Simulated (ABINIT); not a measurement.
# Convergence study of the SCF threshold for V (Im-3m, 1 atom in the cell)

```
CELL_PARAMETERS angstrom
     -1.50743     1.50743     1.50743
      1.50743    -1.50743     1.50743
      1.50743     1.50743    -1.50743
ATOMIC_POSITIONS crystal
  V  0.00000 0.00000 0.00000
```

Method: PBE, PAW (JTH v2.0 PBE PAW) (plane waves; ABINIT).

Base settings: pseudos = [V.GGA_PBE-JTH.xml]; ecut = 30 Ha; pawecutdg = 60 Ha; pawxcdev = 0; occopt = 7; tsmear = 0.00367493 Ha; ngkpt = 9 9 9; nshiftk = 1; shiftk = 0 0 0; potentials = JTH v2.0 PBE PAW.

The mesh stays at the base's, so the ladder's end is converged at best in this setting alone.

Only quantities that move along the ladder and can be compared are tabulated.

The count of work is k-points × plane waves × bands × iterations; it is no time. 

The starting cell has typed, rounded lattice constants, without a prior relaxation at this level. Its lattice was rescaled by up to half a per cent. Spin polarisation is off. In the base run, with a pressure of about -3 GPa the cell is away from its equilibrium volume at this level.

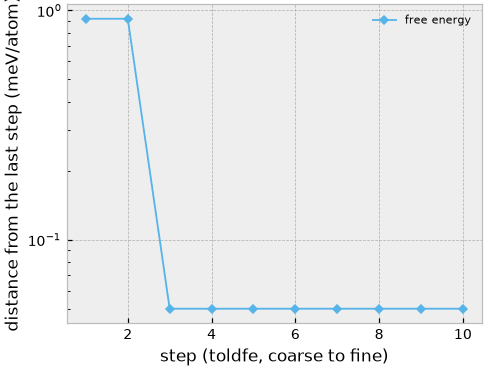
Figure: Distance from the last step along the ladder; very small values are drawn at a floor.

| toldfe | free energy less the last step's (meV/atom) | pressure (GPa) | count of work / last |
|---|---|---|---|
| 0.0037 Ha | -0.92 | -19.09 | 0.11 |
| 0.00037 Ha | -0.92 | -19.09 | 0.11 |
| 3.7e-05 Ha | 0.00 | -2.99 | 0.16 |
| 3.7e-06 Ha | 0.00 | -2.69 | 0.19 |
| 3.7e-07 Ha | 0.00 | -3.06 | 0.22 |
| 3.7e-08 Ha | 0.00 | -3.06 | 0.22 |
| 3.7e-09 Ha | 0.00 | -3.06 | 0.24 |
| 1e-09 Ha | 0.00 | -3.02 | 0.27 |
| 3.7e-10 Ha | 0.00 | -3.00 | 0.32 |
| 3.7e-12 Ha | 0.00 | -3.00 | 0.38 |
| 3.7e-14 Ha | 0.00 | -3.00 | 1.0 |

Coarsest toldfe that holds the free energy within 0.5 meV/atom of the last step, with all finer ones: 3.7e-05 Ha, at 0.16 of the last step's count of work; the step before is off by 0.92 meV/atom.

Coarsest toldfe that holds the pressure within 0.1 GPa of the last step, with all finer ones: 3.7e-07 Ha, at 0.22 of the last step's count of work; the step before is off by 0.31 GPa.

Two neighbours can agree and both be off: 0.0037 Ha and 0.00037 Ha differ by 0.00 GPa in the pressure, yet lie about 16 GPa from the last step.
